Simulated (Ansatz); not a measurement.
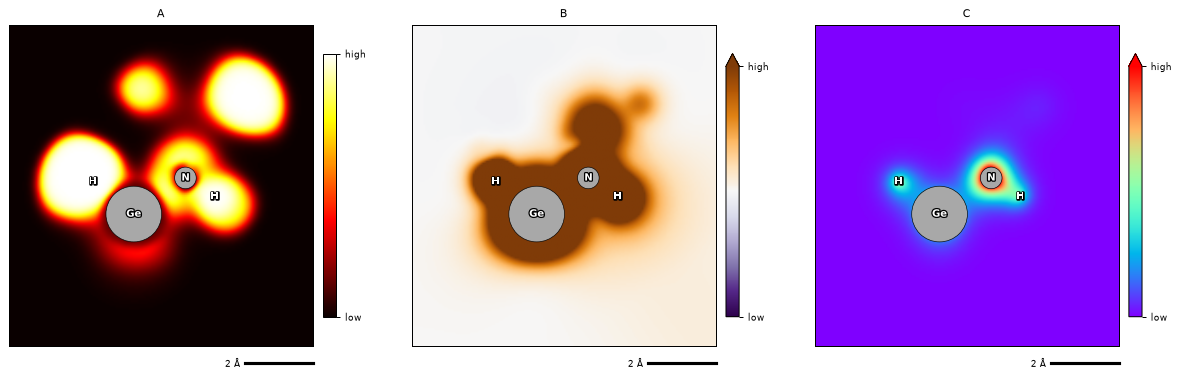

Ge$_{2}$H$_{7}$N (SMILES [GeH3][NH][GeH3]): 3 fields on the plane of atoms N3, Ge2 and H9, with unlabelled colour scales. Grey discs cover the atomic cores.

Geometry: B3LYP/6-31G*.

All numbers below come from isolated molecule in a Gaussian basis; Kohn-Sham density functional theory, functional PBE0 in Ansatz.

**The panels show electron density, electron localisation function and electrostatic potential in some order. Assign them.**

Panel A: electron localisation function. Panel B: electrostatic potential (strongly positive close to the atoms and fading to about zero outside). Panel C: electron density. From the grid: Ge–N (1.86 Å): ρ is about 0.92 e/Å³ halfway; the ELF peaks at about 0.85 in the valence shell of N, 0.7 Å from its nucleus, and is about 0.45 at the midpoint. N–H (1.02 Å): ρ is about 2.8 e/Å³ halfway; the ELF climbs to about 1 towards the hydrogen, as it does in any bond to H: a covalent bond by its length.
